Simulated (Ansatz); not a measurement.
Reaction (SMILES): CN(C)C + 3 [H][H] (H2) → 3 C (CH4) + N (NH3)
B3LYP-D3(BJ)/def2-TZVP geometries, fixed; electronic energies without zero-point terms.
Largest species:
```
N
C 1 1.4503
H 2 1.0911 1 109.85
H 2 1.0911 3 108.21 1 119.93
H 2 1.1055 3 108.00 4 116.68
C 1 1.4503 2 111.65 3 176.58
H 6 1.0911 1 109.85 2 -176.58
H 6 1.0911 7 108.21 1 -119.93
H 6 1.1055 7 108.00 8 -116.68
C 1 1.4503 2 111.65 3 -57.65
H 10 1.0911 1 109.85 2 176.58
H 10 1.0911 11 108.21 1 119.93
H 10 1.1055 11 108.00 12 116.68
```

Basis-set convergence of the energy of full hydrogenation at B3LYP with Ansatz (an electronic-structure program). Cartesian d functions, on some or all atoms, in 6-31G**; all else is spherical. The program fits the integrals of some runs and decomposes those of others, by size. No added dispersion term, no relativity. Functions are those of the species that has most. Reference: the value in aug-cc-pVQZ, -74.55 kcal/mol, itself unsure by roughly 0.14 kcal/mol (its mean distance from def2-QZVPPD, pcseg-3, def2-QZVPP). Deviations are taken from unrounded values.

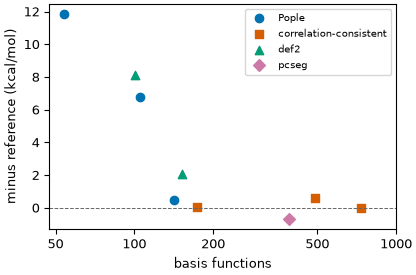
Figure. Deviation from the reference against the number of basis functions, by family of sets.

```json
[
 {"basis": "3-21G", "functions": "54", "energy of full hydrogenation (kcal/mol)": "-62.70", "minus reference (kcal/mol)": "11.86"},
 {"basis": "def2-SVP", "functions": "101", "energy of full hydrogenation (kcal/mol)": "-66.44", "minus reference (kcal/mol)": "8.12"},
 {"basis": "6-31G**", "functions": "105", "energy of full hydrogenation (kcal/mol)": "-67.76", "minus reference (kcal/mol)": "6.79"},
 {"basis": "6-311+G**", "functions": "142", "energy of full hydrogenation (kcal/mol)": "-74.08", "minus reference (kcal/mol)": "0.47"},
 {"basis": "def2-SVPD", "functions": "152", "energy of full hydrogenation (kcal/mol)": "-72.49", "minus reference (kcal/mol)": "2.06"},
 {"basis": "aug-cc-pVDZ", "functions": "173", "energy of full hydrogenation (kcal/mol)": "-74.49", "minus reference (kcal/mol)": "0.06"},
 {"basis": "aug-pcseg-2", "functions": "391", "energy of full hydrogenation (kcal/mol)": "-75.23", "minus reference (kcal/mol)": "-0.67"},
 {"basis": "cc-pVQZ", "functions": "490", "energy of full hydrogenation (kcal/mol)": "-73.92", "minus reference (kcal/mol)": "0.63"},
 {"basis": "aug-cc-pVQZ", "functions": "734", "energy of full hydrogenation (kcal/mol)": "-74.55", "minus reference (kcal/mol)": "0.00"}
]
```
